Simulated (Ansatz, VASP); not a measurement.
## Cross-check of Nb3Sb between VASP and Ansatz

Wanted: the spread between two codes on one cell, functional and k mesh.

Method: plane waves, with VASP 6.6.1 beside it; relaxation of cell and atoms at PBEsol, in Ansatz 0.2.0.

## (1) The structure

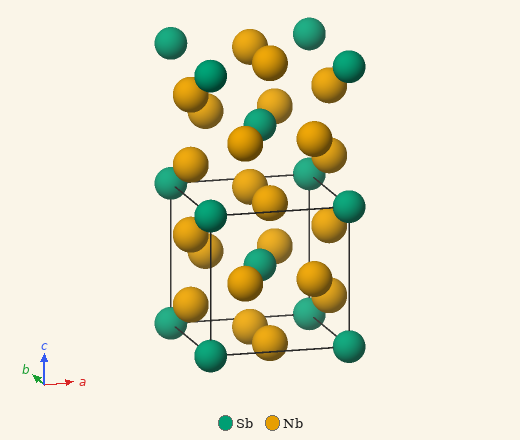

The starting structure, seen slightly off an axis (antimony teal, niobium orange). 1×1×2 cells are drawn. Some periodic images of atoms are drawn too.

As a file:

```xyz
8
Lattice="5.2643 0.0000 0.0000 0.0000 5.2643 0.0000 0.0000 0.0000 5.2643" Properties=species:S:1:pos:R:3 pbc="T T T"
Sb    2.6322    2.6322    2.6322
Sb    0.0000    0.0000    0.0000
Nb    0.0000    2.6322    1.3161
Nb    0.0000    2.6322    3.9482
Nb    2.6322    1.3161    0.0000
Nb    3.9482    0.0000    2.6322
Nb    2.6322    3.9482    0.0000
Nb    1.3161    0.0000    2.6322
```

## (2) VASP: relaxation of cell and atoms, PBEsol

The relaxed volume is the usual yardstick between codes: its relative difference is about their pressure difference at one cell divided by the bulk modulus.

Lines of VASP's logs that name or quote its potential files are left out, and so is its time.

INCAR reads:

```
SYSTEM = Nb3Sb
PREC = Accurate
ENCUT = 350
EDIFF = 1E-06
NELM = 120
ISMEAR = 1
SIGMA = 0.15
LREAL = .FALSE.
ALGO = Normal
GGA = PS
NBANDS = 47
LORBIT = 11
LWAVE = .FALSE.
LCHARG = .FALSE.
KPAR = 4
IBRION = 2
NSW = 40
ISIF = 3
EDIFFG = -0.02
POTIM = 0.4
```

POSCAR reads:

```
Nb3Sb
1.0
    5.2643000000      0.0000000000      0.0000000000
    0.0000000000      5.2643000000      0.0000000000
    0.0000000000      0.0000000000      5.2643000000
Sb Nb
2 6
Direct
    0.5000000000      0.5000000000      0.5000000000
    0.0000000000      0.0000000000      0.0000000000
    0.0000000000      0.5000000000      0.2500000000
    0.0000000000      0.5000000000      0.7500000000
    0.5000000000      0.2500000000      0.0000000000
    0.7500000000      0.0000000000      0.5000000000
    0.5000000000      0.7500000000      0.0000000000
    0.2500000000      0.0000000000      0.5000000000
```

KPOINTS reads:

```
Automatic mesh
0
Gamma
5 5 5
0 0 0
```

The projector-augmented-wave data sets are Sb and Nb_pv (PBE family, release 64).

Command:

```sh
$ mpirun -np 4 vasp_std
```

Numbers of over 12 decimals in the logs are rounded to 6 here.

Output:

```text
[banner, memory and clock lines left out]
running    4 mpi-ranks, on    1 nodes
 distrk:  each k-point on    1 cores,    4 groups
 distr:  one band on    1 cores,    1 groups

 POSCAR found type information on POSCAR SbNb
 POSCAR found :  2 types and       8 ions
|                                                                             |
|               ----> ADVICE to this user running VASP <----                  |
|                                                                             |
|     You enforced a specific xc type in the INCAR file but a different       |
|     [... a line on the potential file left out ...]
|     I HOPE YOU KNOW WHAT YOU ARE DOING!                                     |
|                                                                             |

 LDA part: xc-table for (Slater+PW92), standard interpolation
 POSCAR, INCAR and KPOINTS ok, starting setup
 FFT: planning ... GRIDC
 FFT: planning ... GRID_SOFT
 FFT: planning ... GRID
 WAVECAR not read
 entering main loop
       N       E                     dE             d eps       ncg     rms          rms(c)
DAV:   1     0.765159172444E+03    0.76516E+03   -0.29194E+04   964   0.127E+03
DAV:   2    -0.208597553959E+02   -0.78602E+03   -0.76692E+03  1048   0.660E+02
DAV:   3    -0.761720282053E+02   -0.55312E+02   -0.52886E+02  1544   0.154E+02
DAV:   4    -0.798076276520E+02   -0.36356E+01   -0.34445E+01  1520   0.359E+01
DAV:   5    -0.799784902257E+02   -0.17086E+00   -0.16773E+00  1560   0.693E+00    0.451E+01
DAV:   6    -0.773243169248E+02    0.26542E+01   -0.49754E+00  1456   0.161E+01    0.196E+01
DAV:   7    -0.767066346532E+02    0.61768E+00   -0.17972E+00  1400   0.950E+00    0.203E+00
DAV:   8    -0.766828323563E+02    0.23802E-01   -0.11983E-01  1400   0.208E+00    0.414E-01
DAV:   9    -0.766820865242E+02    0.74583E-03   -0.71220E-03  1448   0.562E-01    0.202E-01
DAV:  10    -0.766819534681E+02    0.13306E-03   -0.81201E-04  1400   0.216E-01    0.960E-02
DAV:  11    -0.766819609240E+02   -0.74559E-05   -0.64389E-05  1480   0.539E-02    0.274E-02
DAV:  12    -0.766819554944E+02    0.54296E-05   -0.66812E-06  1216   0.148E-02    0.192E-03
DAV:  13    -0.766819546593E+02    0.83507E-06   -0.31810E-07   872   0.558E-03
   1 F= -.76681955E+02 E0= -.76682413E+02  d E =-.766820E+02
 curvature:   0.00 expect dE= 0.000E+00 dE for cont linesearch  0.000E+00
 trial: gam= 0.00000 g(F)=  0.802E-50 g(S)=  0.121E-01 ort = 0.000E+00 (trialstep = 0.100E+01)
 search vector abs. value=  0.121E-01
 bond charge predicted
       N       E                     dE             d eps       ncg     rms          rms(c)
DAV:   1    -0.767527140535E+02   -0.70759E-01   -0.20353E+00  1080   0.101E+01    0.336E+00
DAV:   2    -0.766918785840E+02    0.60835E-01   -0.15274E-01  1200   0.346E+00    0.103E+00
DAV:   3    -0.766793393634E+02    0.12539E-01   -0.61558E-02  1328   0.174E+00    0.533E-01
DAV:   4    -0.766795561595E+02   -0.21680E-03   -0.97982E-03  1376   0.545E-01    0.181E-01
DAV:   5    -0.766790070070E+02    0.54915E-03   -0.18562E-03  1336   0.367E-01    0.637E-02
DAV:   6    -0.766789855088E+02    0.21498E-04   -0.11057E-04  1536   0.722E-02    0.412E-02
DAV:   7    -0.766789380178E+02    0.47491E-04   -0.24382E-04  1448   0.997E-02    0.421E-03
DAV:   8    -0.766789378777E+02    0.14006E-06   -0.88184E-06  1224   0.197E-02
   2 F= -.76678938E+02 E0= -.76679513E+02  d E =0.301678E-02
 trial-energy change:    0.003017  1 .order    0.003119   -0.012140    0.018377
 step:   0.4026(harm=  0.3978)  dis= 0.00000  next Energy=   -76.684405 (dE=-0.245E-02)
 bond charge predicted
       N       E                     dE             d eps       ncg     rms          rms(c)
DAV:   1    -0.767107737631E+02   -0.31836E-01   -0.73282E-01  1052   0.612E+00    0.177E+00
DAV:   2    -0.766893520028E+02    0.21422E-01   -0.49522E-02  1210   0.187E+00    0.710E-01
DAV:   3    -0.766846372688E+02    0.47147E-02   -0.26487E-02  1329   0.119E+00    0.391E-01
DAV:   4    -0.766845023179E+02    0.13495E-03   -0.83080E-04  1352   0.234E-01    0.226E-01
DAV:   5    -0.766844196235E+02    0.82694E-04   -0.70125E-04  1152   0.131E-01    0.171E-01
DAV:   6    -0.766844271770E+02   -0.75535E-05   -0.59555E-05  1536   0.508E-02    0.151E-01
DAV:   7    -0.766844181034E+02    0.90736E-05   -0.14457E-05  1360   0.212E-02    0.713E-02
DAV:   8    -0.766844113733E+02    0.67301E-05   -0.28684E-05  1512   0.376E-02    0.811E-03
DAV:   9    -0.766844113192E+02    0.54120E-07   -0.45510E-07   680   0.596E-03
   3 F= -.76684411E+02 E0= -.76684915E+02  d E =-.245666E-02
 curvature:  -0.20 expect dE=-0.939E-07 dE for cont linesearch -0.939E-07
 trial: gam= 0.00000 g(F)=  0.372E-50 g(S)=  0.472E-06 ort =-0.757E-04 (trialstep = 0.881E+00)
 search vector abs. value=  0.472E-06
 reached required accuracy - stopping structural energy minimisation
```

From OUTCAR (step 2):

```text
ion  position               nearest neighbor table
   1  0.500  0.500  0.500-   3 2.94   4 2.94   5 2.94   6 2.94   7 2.94   8 2.94   5 2.94   7 2.94
                             6 2.94   8 2.94   3 2.94   4 2.94
   2  0.000  0.000  0.000-   3 2.94   4 2.94   5 2.94   6 2.94   7 2.94   8 2.94   6 2.94   8 2.94
                             3 2.94   4 2.94   5 2.94   7 2.94
   3  0.000  0.500  0.250-   4 2.63   4 2.63   1 2.94   2 2.94   2 2.94   1 2.94   8 3.22   5 3.22
                             6 3.22   6 3.22   8 3.22   7 3.22   5 3.22   7 3.22
   4  0.000  0.500  0.750-   3 2.63   3 2.63   1 2.94   2 2.94   2 2.94   1 2.94   8 3.22   5 3.22
                             6 3.22   6 3.22   8 3.22   7 3.22   5 3.22   7 3.22
   5  0.500  0.250  0.000-   7 2.63   7 2.63   1 2.94   1 2.94   2 2.94   2 2.94   6 3.22   8 3.22
                             8 3.22   6 3.22   3 3.22   4 3.22   3 3.22   4 3.22
   6  0.750  0.000  0.500-   8 2.63   8 2.63   1 2.94   2 2.94   1 2.94   2 2.94   5 3.22   7 3.22
                             5 3.22   7 3.22   3 3.22   3 3.22   4 3.22   4 3.22
   7  0.500  0.750  0.000-   5 2.63   5 2.63   1 2.94   1 2.94   2 2.94   2 2.94   6 3.22   8 3.22
                             8 3.22   6 3.22   3 3.22   4 3.22   3 3.22   4 3.22
   8  0.250  0.000  0.500-   6 2.63   6 2.63   1 2.94   2 2.94   1 2.94   2 2.94   5 3.22   7 3.22
                             7 3.22   5 3.22   3 3.22   3 3.22   4 3.22   4 3.22

  LATTYP: Found a simple cubic cell.
 ALAT       =     5.2643000000

 Subroutine GETGRP returns: Found 48 space group operations
 (whereof 24 operations were pure point group operations)

The static configuration has the point symmetry T_h .
 The point group associated with its full space group is O_h .

 Found     10 irreducible k-points:

   k-points           NKPTS =     10   k-points in BZ     NKDIM =     10   number of bands    NBANDS=     47

   dimension x,y,z NGX =    32 NGY =   32 NGZ =   32
   dimension x,y,z NGXF=    64 NGYF=   64 NGZF=   64

   ENCUT  =  350.0 eV  25.72 Ry    5.07 a.u.   8.03  8.03  8.03*2*pi/ulx,y,z

   NELECT =      76.0000    total number of electrons

 k-points in reciprocal lattice and weights: Automatic mesh
   0.00000000  0.00000000  0.00000000       0.008
   0.20000000  0.00000000  0.00000000       0.048
   0.40000000  0.00000000  0.00000000       0.048
   0.20000000  0.20000000  0.00000000       0.096
   0.40000000  0.20000000  0.00000000       0.192
   0.40000000  0.40000000  0.00000000       0.096
   0.20000000  0.20000000  0.20000000       0.064
   0.40000000  0.20000000  0.20000000       0.192
   0.40000000  0.40000000  0.20000000       0.192
   0.40000000  0.40000000  0.40000000       0.064

 average (electrostatic) potential at core
       1 -85.1428       2 -85.1428       3 -32.7677       4 -32.7677       5 -32.7677
       6 -32.7677       7 -32.7677       8 -32.7677

 E-fermi :   7.2381

 k-point     1 :       0.0000    0.0000    0.0000
  band No.  band energies     occupation
    ...
     34       6.3546      2.00000
     35       6.3546      2.00000
     36       6.3546      2.00000
     37       6.9861      2.03886
     38       6.9861      2.03886
     39       8.2306     -0.00000
     40       9.4727     -0.00000
     41       9.4727     -0.00000
     42       9.4727     -0.00000
     43      10.3963      0.00000
    ...

 k-point     2 :       0.2000    0.0000    0.0000
  band No.  band energies     occupation
    ...
     34       6.3289      2.00000
     35       6.3354      2.00000
     36       6.3354      2.00000
     37       7.0222      2.06048
     38       7.0331      2.06584
     39       8.7524     -0.00000
     40       8.9666     -0.00000
     41       9.3060     -0.00000
     42       9.3060     -0.00000
     43      10.0177     -0.00000
    ...

 k-point     3 :       0.4000    0.0000    0.0000
  band No.  band energies     occupation
    ...
     34       5.9906      2.00000
     35       6.0940      2.00000
     36       6.2030      2.00000
     37       6.3958      2.00000
     38       6.8678      2.00266
     39       8.1492     -0.00000
     40       9.2035     -0.00000
     41       9.2035     -0.00000
     42       9.3343     -0.00000
     43       9.6982     -0.00000
    ...

  Total        0.0057107      0.0057107      0.0057107     -0.0000000     -0.0000000      0.0000000
  in kB        0.0630522      0.0630522      0.0630522     -0.0000000     -0.0000000      0.0000000
  external PRESSURE =       0.0630522 kB  Pullay stress =       0.0000000 kB

  energy-cutoff  :      350.00
  volume of cell :      145.11
      direct lattice vectors                 reciprocal lattice vectors
     5.254934958  0.000000000 -0.000000000     0.190297313  0.000000000 -0.000000000
    -0.000000000  5.254934958 -0.000000000    -0.000000000  0.190297313 -0.000000000
     0.000000000  0.000000000  5.254934958     0.000000000  0.000000000  0.190297313

 POSITION                                       TOTAL-FORCE (eV/Angst)
 -----------------------------------------------------------------------------------
      2.62747      2.62747      2.62747        -0.000000      0.000000     -0.000000
      0.00000      0.00000      0.00000        -0.000000      0.000000     -0.000000
      0.00000      2.62747      1.31373        -0.000000      0.000000      0.000000
      0.00000      2.62747      3.94120         0.000000     -0.000000     -0.000000
      2.62747      1.31373     -0.00000         0.000000      0.000000     -0.000000
      3.94120      0.00000      2.62747        -0.000000     -0.000000     -0.000000
      2.62747      3.94120     -0.00000        -0.000000     -0.000000      0.000000
      1.31373      0.00000      2.62747         0.000000      0.000000      0.000000
 -----------------------------------------------------------------------------------
    total drift:                                0.000000     -0.000000      0.000000

  FREE ENERGIE OF THE ION-ELECTRON SYSTEM (eV)
  ---------------------------------------------------
  free  energy   TOTEN  =       -76.6844113192 eV

  energy  without entropy=      -76.6859218692  energy(sigma->0) =      -76.68491484

 reached required accuracy - stopping structural energy minimisation

 total charge
# of ion       s       p       d       tot
------------------------------------------
    1        1.059   1.380   0.108   2.547
    2        1.059   1.380   0.108   2.547
    3        0.354   6.315   3.158   9.827
    4        0.354   6.315   3.158   9.827
    5        0.354   6.315   3.158   9.827
    6        0.354   6.315   3.158   9.827
    7        0.354   6.315   3.158   9.827
    8        0.354   6.315   3.158   9.827
--------------------------------------------------
tot          4.242  40.652  19.162  64.056

[... 3 further parts left out ...]
```

(Part 1 of 2 ends here.)

[Lines on the potential files, build, host, timing and source positions are cut from VASP's logs without a mark.]

[Logs are printed without paths, hosts, clocks, repeated set-up lines and the standing remarks that a program may print on its own settings, such as how far it seeks lower states.]

[Hosts, paths, dates, database ids (printed as entryN), source tags and the programs' standing remarks are cut or masked in the printed files.]
